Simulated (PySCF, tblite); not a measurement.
# phthalide (C₈H₆O₂): dynamics, then NMR shifts on frames, part 1 of 2

How do NMR shifts of phthalide (C₈H₆O₂) (`O=C1OCc2ccccc21`) change as the atoms move?

The runs use tblite 0.8.0 and PySCF 2.14.0, with density-fitted response routines of our own; the level of theory stands in each step. All values are computed, except where a source is named. Atoms are numbered from 0 throughout.

## (1) The starting structure

16 atoms, charge 0, multiplicity 1; geometry from: GFN2-xTB.

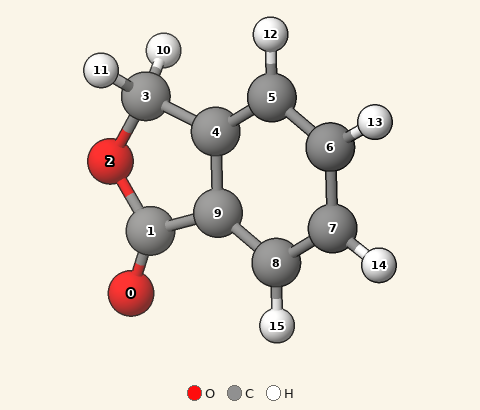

As it starts; oxygen red, carbon grey, hydrogen white, atoms numbered.

## (2) Dynamics with GFN2-xTB

The job: settings as JSON, then the geometry in Å.

```
{"job": {"kind": "md", "xc": "GFN2-xTB", "basis": "xTB", "temperature": 300, "steps": 2000, "every": 50, "frames": 5}, "charge": 0, "multiplicity": 1}
O      1.899018    -2.501886    -0.667415
C      1.603522    -1.386564    -0.345334
O      2.523956    -0.441633    -0.022992
C      1.910205     0.791384     0.319754
C      0.439785     0.549764     0.183925
C     -0.646821     1.377323     0.383081
C     -1.910876     0.846703     0.167346
C     -2.084571    -0.472346    -0.234062
C     -0.995273    -1.303619    -0.432638
C      0.264862    -0.771335    -0.218422
H      2.203290     1.058431     1.341482
H      2.276446     1.568081    -0.361196
H     -0.521271     2.402747     0.695885
H     -2.777847     1.472950     0.314391
H     -3.082811    -0.851099    -0.392336
H     -1.109211    -2.329956    -0.742880
```

Method: GFN2-xTB Langevin dynamics, gas phase.

The run is started by

```
$ OMP_NUM_THREADS=1 python probes_run.py task.json out
```

One launch serves the whole session: the jobs run in the order shown.

Output:

```text
t/fs     T/K      E/eV
    0.0   244.0   -770.76671
   25.0   173.9   -770.53334
   50.0   163.5   -770.40089
   75.0   137.3   -770.41847
  100.0   175.5   -770.36534
  125.0   179.5   -770.45220
  150.0   226.4   -770.43376
  175.0   244.6   -770.32853
  200.0   254.6   -770.23226
  225.0   332.6   -770.34206
  250.0   315.9   -770.28774
  275.0   215.1   -770.05177
  300.0   373.6   -770.17823
  325.0   400.8   -770.23397
  350.0   328.9   -770.14698
  375.0   291.1   -770.28274
  400.0   243.3   -770.19151
  425.0   178.4   -769.97411
  450.0   260.4   -770.36386
  475.0   244.1   -770.11853
  500.0   341.6   -770.28446
  525.0   336.6   -770.23211
  550.0   331.5   -770.17121
  575.0   340.5   -770.14970
  600.0   371.8   -770.37277
  625.0   318.9   -770.15388
  650.0   277.9   -770.11475
  675.0   251.8   -770.07456
  700.0   331.7   -770.35440
  725.0   177.6   -770.25184
  750.0   214.4   -770.31185
  775.0   293.6   -770.31892
  800.0   288.1   -770.24380
  825.0   249.7   -770.17731
  850.0   239.3   -770.38416
  875.0   258.8   -770.22049
  900.0   301.1   -770.06611
  925.0   428.9   -770.39821
  950.0   409.7   -770.25131
  975.0   311.6   -770.23658
 1000.0   259.8   -770.19476
```

Wall time 21 s (1 thread of Arm Neoverse N1, shared host); peak memory 0.18 GiB.

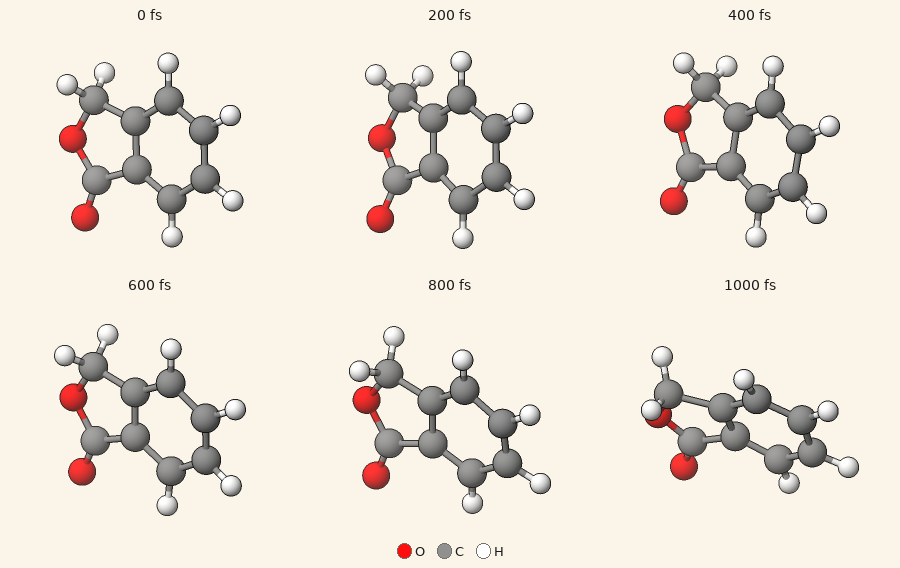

Frames of the run.

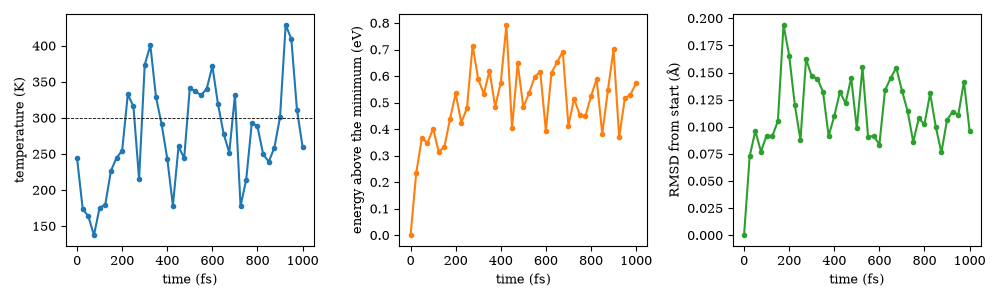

Temperature, potential energy and distance from the start.

Positions (Å) and forces (eV/Å) at 1000 fs:

```xyz
16

O     1.708   -1.965    1.218    0.564   -1.809    0.714
C     1.185   -0.926    1.029   -0.402    1.015   -0.424
O     1.880    0.086    0.484    1.277    0.326   -0.569
C     1.117    1.163    0.047   -2.736   -0.829    2.646
C    -0.314    0.790    0.593    1.248   -0.759    0.365
C    -1.542    1.392    0.565    0.086    0.212   -0.429
C    -2.618    0.679    1.135   -1.036    2.253   -1.457
C    -2.546   -0.622    1.556   -0.379    0.409    0.786
C    -1.298   -1.208    1.643    0.004   -0.735    0.238
C    -0.202   -0.488    1.187   -0.443    0.102   -0.268
H     1.487    2.088    0.426    0.324    0.701    0.502
H     1.009    1.222   -0.975    0.196   -0.068   -2.486
H    -1.581    2.344    0.005   -0.591   -0.492    0.775
H    -3.590    1.242    1.080    0.822   -0.845    0.220
H    -3.467   -1.079    1.938    0.610   -0.038   -0.235
H    -1.253   -2.221    2.067    0.456    0.556   -0.378
```

## (3) Nuclear shieldings: 250 fs, PBE0/pcSseg-1

The job: settings as JSON, then the geometry in Å.

```
{"job": {"kind": "nmr", "xc": "PBE0", "basis": "pcSseg-1", "pop": false}, "charge": 0, "multiplicity": 1}
O      1.607000    -2.569200    -0.512500
C      1.222500    -1.540400    -0.099900
O      2.110600    -0.637100     0.461800
C      1.495100     0.569200     0.980200
C     -0.002500     0.399900     0.580900
C     -1.066200     1.204700     0.684300
C     -2.229600     0.868700     0.037300
C     -2.408300    -0.375300    -0.569900
C     -1.302300    -1.252400    -0.613000
C     -0.065700    -0.841600    -0.140100
H      1.625900     0.554400     2.045000
H      2.044200     1.372100     0.503300
H     -0.968700     2.198500     1.096800
H     -3.057800     1.546100     0.054900
H     -3.275500    -0.758800    -1.088700
H     -1.478400    -2.270100    -1.019300
```

Method: GIAO PBE0/pcSseg-1 NMR shielding, non-relativistic, gas phase.

Output:

```text
coarse grid: 14584 points
cycle   1  E = -458.0969667163  dE =  2.098e+00  |g| = 9.032e-01  |ddm| = 4.161e+00
cycle   2  E = -457.7379787396  dE =  3.590e-01  |g| = 1.661e+00  |ddm| = 2.685e+00
cycle   3  E = -458.2396802816  dE = -5.017e-01  |g| = 2.576e-01  |ddm| = 1.972e+00
cycle   4  E = -458.2518416179  dE = -1.216e-02  |g| = 9.734e-02  |ddm| = 3.037e-01
cycle   5  E = -458.2533566197  dE = -1.515e-03  |g| = 2.707e-02  |ddm| = 8.512e-02
cycle   6  E = -458.2535224581  dE = -1.658e-04  |g| = 6.407e-03  |ddm| = 3.769e-02
cycle   7  E = -458.2535297827  dE = -7.325e-06  |g| = 2.502e-03  |ddm| = 7.924e-03
final grid: 144312 points
cycle   8  E = -458.3355147715  dE = -1.356e-05  |g| = 1.551e-02  |ddm| = 4.750e-02
cycle   9  E = -458.3354249600  dE =  8.981e-05  |g| = 2.668e-02  |ddm| = 4.083e-02
cycle  10  E = -458.3355602425  dE = -1.353e-04  |g| = 2.375e-03  |ddm| = 2.682e-02
cycle  11  E = -458.3355614260  dE = -1.183e-06  |g| = 5.850e-04  |ddm| = 2.426e-03
cycle  12  E = -458.3355614898  dE = -6.381e-08  |g| = 1.708e-04  |ddm| = 6.482e-04
cycle  13  E = -458.3355614951  dE = -5.360e-09  |g| = 6.040e-05  |ddm| = 2.141e-04
cycle  14  E = -458.3355614960  dE = -8.331e-10  |g| = 1.908e-05  |ddm| = 8.394e-05
converged SCF energy = -458.3355614960

GIAO shielding tensors (ppm)
atom      isotropic    diamagn.    paramagn.     s11        s22        s33       span
  0 O      -62.043     399.362    -461.405   -302.159   -204.293    320.323    622.482
  1 C       18.288     246.452    -228.165    -67.605     42.740     79.728    147.334
  2 O      100.231     400.175    -299.944   -105.158    162.051    243.799    348.957
  3 C      112.875     244.229    -131.354     89.890     98.622    150.113     60.223
  4 C       27.885     261.255    -233.370    -64.338     -2.185    150.177    214.516
  5 C       66.108     250.182    -184.074    -31.622     50.090    179.858    211.480
  6 C       52.444     252.700    -200.257    -51.564     26.223    182.671    234.235
  7 C       48.249     256.104    -207.855    -66.630     34.969    176.408    243.038
  8 C       42.836     250.547    -207.711    -65.136     18.293    175.352    240.488
  9 C       52.161     260.622    -208.461    -49.112     40.417    165.178    214.290
 10 H       26.754      27.957      -1.203     21.871     26.670     31.720      9.850
 11 H       26.503      28.712      -2.209     21.508     26.252     31.750     10.242
 12 H       24.100      31.159      -7.058     19.752     25.005     27.545      7.793
 13 H       24.174      29.364      -5.190     20.546     24.928     27.047      6.501
 14 H       23.372      29.853      -6.481     20.074     23.199     26.844      6.769
 15 H       22.882      30.349      -7.466     19.009     23.174     26.465      7.456
```

It took 56 s on 1 thread of Arm Neoverse N1, shared host; peak memory 0.88 GiB.

The references, computed at this level on geometries of the same kind, shield at (ppm): ¹H TMS 31.72, ¹³C TMS 186.9, ¹⁷O H2O 336.1. Their shielding less the atom's gives the shift. The references are single molecules in the gas phase, so shifts against H2O, NH3, PH3, H3PO4 or CFCl3 are not on the usual liquid scales and can be off by tens of ppm. Each atom is listed at this fixed geometry, with no averaging over motion; a spectrum would average atoms that exchange fast.

```tsv
atoms	environment	σ (ppm)	δ (ppm)
C1	ester carbonyl carbon	18.3	168.6
C4	substituted aromatic carbon	27.9	159.0
C8	aromatic CH	42.8	144.1
C7	aromatic CH	48.2	138.7
C9	substituted aromatic carbon	52.2	134.8
C6	aromatic CH	52.4	134.5
C5	aromatic CH	66.1	120.8
C3	sp3 CH2 bonded to O, on an aromatic ring	112.9	74.0
H15	hydrogen on an aromatic CH	22.88	8.83
H14	hydrogen on an aromatic CH	23.37	8.34
H12	hydrogen on an aromatic CH	24.10	7.62
H13	hydrogen on an aromatic CH	24.17	7.54
H11	hydrogen on an sp3 CH2 bonded to O, on an aromatic ring	26.50	5.21
H10	hydrogen on an sp3 CH2 bonded to O, on an aromatic ring	26.75	4.96
O0	ester carbonyl oxygen	-62.0	398.1
O2	ester alkoxy oxygen	100.2	235.8
```

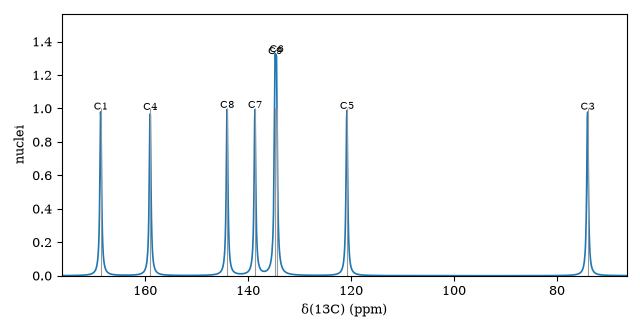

¹³C lines at the computed shifts, without couplings. Lines are broadened to a width of 0.38 ppm (Lorentzian).

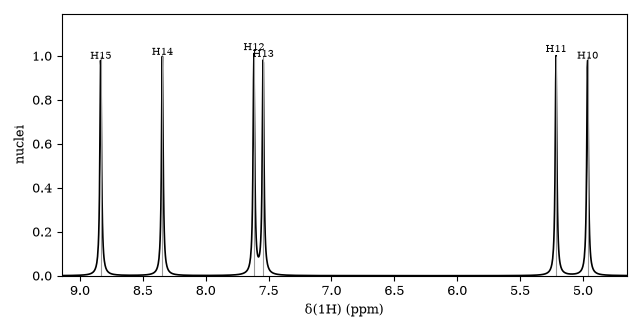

¹H lines at the computed shifts, without couplings. Lines are broadened to a width of 0.02 ppm (Lorentzian).

Ring of atoms C1, O2, C3, C4, C9: NICS(0) -3.2, NICS(1) -3.5, NICS(1)zz -4.2 ppm (means of both faces).

Ring of atoms C4, C5, C6, C7, C8, C9: NICS(0) -8.8, NICS(1) -11.5, NICS(1)zz -28.7 ppm (means of both faces).

## (4) NMR shieldings: 425 fs, PBE0/pcSseg-1

The job: settings as JSON, then the geometry in Å.

```
{"job": {"kind": "nmr", "xc": "PBE0", "basis": "pcSseg-1", "pop": false}, "charge": 0, "multiplicity": 1}
O      1.576200    -2.351700    -0.044400
C      0.937900    -1.367000     0.291200
O      1.655300    -0.423600     0.935900
C      0.872000     0.727100     1.149300
C     -0.508700     0.325900     0.770200
C     -1.671300     1.070700     0.859200
C     -2.810500     0.456600     0.290500
C     -2.746900    -0.881700     0.037500
C     -1.571800    -1.650100    -0.086100
C     -0.465800    -0.961900     0.224200
H      0.918300     0.824500     2.301800
H      1.239900     1.642900     0.725600
H     -1.612400     2.059300     1.265900
H     -3.730400     1.065900     0.152500
H     -3.589200    -1.418000    -0.495800
H     -1.634000    -2.694100    -0.469700
```

Level: GIAO PBE0/pcSseg-1 NMR shielding, non-relativistic, gas phase.

Output:

```text
coarse grid: 14584 points
cycle   1  E = -458.0725296294  dE =  2.210e+00  |g| = 9.257e-01  |ddm| = 4.159e+00
cycle   2  E = -457.5761952784  dE =  4.963e-01  |g| = 1.846e+00  |ddm| = 2.957e+00
cycle   3  E = -458.2220317446  dE = -6.458e-01  |g| = 3.057e-01  |ddm| = 2.294e+00
cycle   4  E = -458.2393753907  dE = -1.734e-02  |g| = 1.055e-01  |ddm| = 3.567e-01
cycle   5  E = -458.2410979519  dE = -1.723e-03  |g| = 2.996e-02  |ddm| = 8.700e-02
cycle   6  E = -458.2413022237  dE = -2.043e-04  |g| = 7.281e-03  |ddm| = 4.274e-02
cycle   7  E = -458.2413118423  dE = -9.619e-06  |g| = 2.478e-03  |ddm| = 8.426e-03
final grid: 144312 points
cycle   8  E = -458.3206399181  dE = -1.100e-05  |g| = 1.424e-02  |ddm| = 4.790e-02
cycle   9  E = -458.3205510670  dE =  8.885e-05  |g| = 2.575e-02  |ddm| = 3.784e-02
cycle  10  E = -458.3206772943  dE = -1.262e-04  |g| = 3.006e-03  |ddm| = 2.542e-02
cycle  11  E = -458.3206790405  dE = -1.746e-06  |g| = 4.555e-04  |ddm| = 2.662e-03
cycle  12  E = -458.3206790756  dE = -3.507e-08  |g| = 1.507e-04  |ddm| = 4.952e-04
cycle  13  E = -458.3206790801  dE = -4.545e-09  |g| = 5.373e-05  |ddm| = 2.201e-04
cycle  14  E = -458.3206790808  dE = -7.107e-10  |g| = 1.799e-05  |ddm| = 7.542e-05
converged SCF energy = -458.3206790808

GIAO shielding tensors (ppm)
atom      isotropic    diamagn.    paramagn.     s11        s22        s33       span
  0 O     -109.604     399.644    -509.248   -374.445   -269.798    315.432    689.877
  1 C        8.027     242.806    -234.779    -85.442     42.525     66.998    152.440
  2 O      121.541     399.708    -278.166    -78.270    201.314    241.580    319.850
  3 C      116.219     241.623    -125.404     95.326    100.747    152.585     57.260
  4 C       27.832     264.147    -236.316    -66.235     -0.386    150.116    216.351
  5 C       54.776     250.939    -196.163    -48.917     34.544    178.701    227.618
  6 C       46.917     254.705    -207.788    -60.504     27.563    173.693    234.197
  7 C       51.967     254.645    -202.678    -50.048     29.254    176.694    226.742
  8 C       50.835     249.804    -198.969    -59.012     34.327    177.191    236.203
  9 C       61.710     259.910    -198.199    -26.801     44.380    167.553    194.354
 10 H       25.198      26.422      -1.224     19.935     25.106     30.552     10.617
 11 H       26.598      29.223      -2.624     21.991     26.667     31.138      9.147
 12 H       23.943      32.166      -8.223     20.828     23.111     27.888      7.060
 13 H       23.176      27.660      -4.484     19.693     23.909     25.926      6.233
 14 H       23.419      26.263      -2.843     18.631     24.634     26.993      8.362
 15 H       22.578      29.898      -7.320     18.966     23.029     25.738      6.771
```

Run time: 55 s. Hardware: 1 thread of Arm Neoverse N1, shared host; peak memory 1 GiB.

Key values: δ C1 178.9, C4 159.1, C6 140.0, C8 136.1, H15 9.14, H13 8.54 ppm.

(Continued in part 2 of 2.)
